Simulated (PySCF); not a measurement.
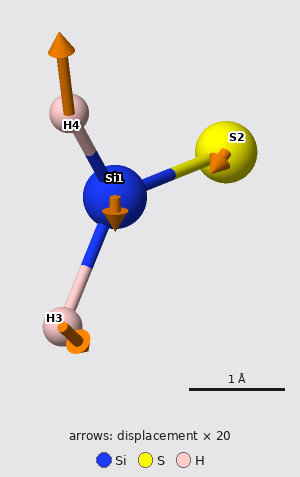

This is a relaxation of SiH₂S. The starting structure is drawn; orange arrows show the displacements, magnified 20 times. The two geometries are superimposed by the best rigid fit.

Style: ball-and-stick. Shown from a free direction.

The start comes from GFN2-xTB. Its atoms were then displaced at random by about 0.01 Å.

Computed with PySCF 2.14.0, density-fitted response routines, PBE0-D3(BJ)/def2-TZVP geometry optimisation, gas phase. 

Which element moves most?

Hydrogen: up to 0.049 Å, against 0.019 Å for silicon.

What happened in the run?

Over 4 geometry steps the energy falls by 1.02 kcal/mol. The atom that moves furthest after the best rigid fit is H4 (0.049 Å). By element the largest moves are H 0.049 Å, Si 0.019 Å, S 0.016 Å. Near-neighbour distances that change, for instance: Si1–H4 1.424 → 1.485 Å, Si1–S2 1.952 → 1.938 Å, Si1–H3 1.499 → 1.485 Å. The run took 8.6 s on 1 thread of Intel(R) Xeon(R) Platinum 8375C CPU @ 2.90GHz, on a shared host.
